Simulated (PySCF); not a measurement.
Input

```
{"job": {"kind": "nmr", "xc": "PBE0", "basis": "pcSseg-1"}, "charge": 0, "multiplicity": 1}
C      2.389012     0.801356    -0.079704
C      1.029144     0.262568     0.170975
F      0.407486     0.863153     1.216284
C      0.386382    -0.689030    -0.487138
C     -0.990587    -1.143298    -0.120190
F     -1.486972    -1.903436    -1.151218
F     -0.920453    -2.031508     0.936128
Si    -2.282090     0.247536     0.308854
F     -1.802952     1.514076    -0.559220
H      2.322649     1.871128    -0.275667
H      2.847183     0.302702    -0.926492
H      3.009774     0.663493     0.804813
H      0.853932    -1.190237    -1.317890
H     -3.556268    -0.160751    -0.250437
H     -2.210656     0.600236     1.708991
```

Launched as:

```sh
OMP_NUM_THREADS=1 python probes_run.py task.json out
```

Geometry: GFN2-xTB.

The calculation used PBE0/pcSseg-1, SCF density, gas phase, non-relativistic in PySCF.

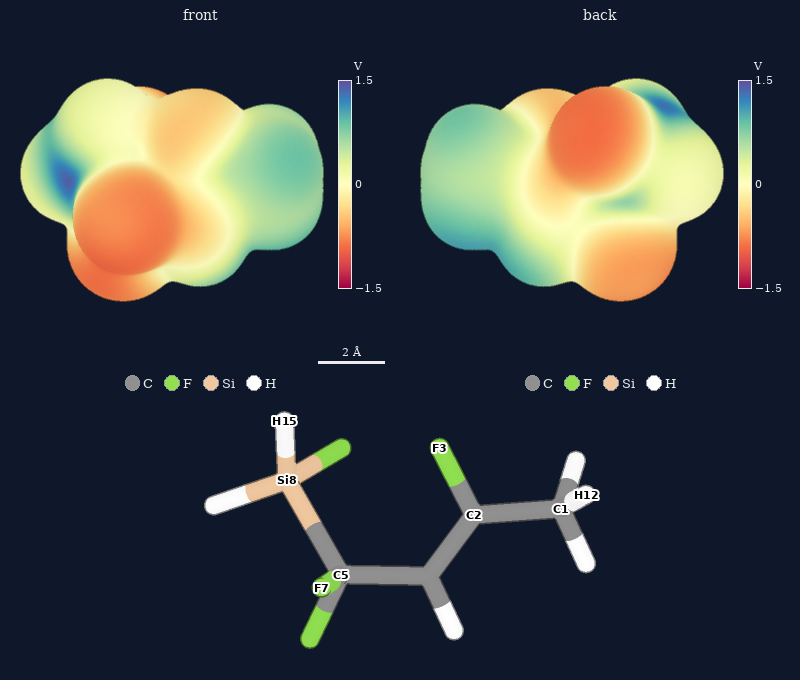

C4H6F4Si. The molecular electrostatic potential painted on the density surface at 0.001 e/bohr³, seen from the front and from behind; the colour scale runs from red (negative) to blue (positive). The bare structure is drawn below in the same view.

Q: Where is the surface potential most negative and most positive?

A: The most negative region (about −0.9 V) lies over F6, F7 and F9, the most positive (about +1.3 V) over Si8.
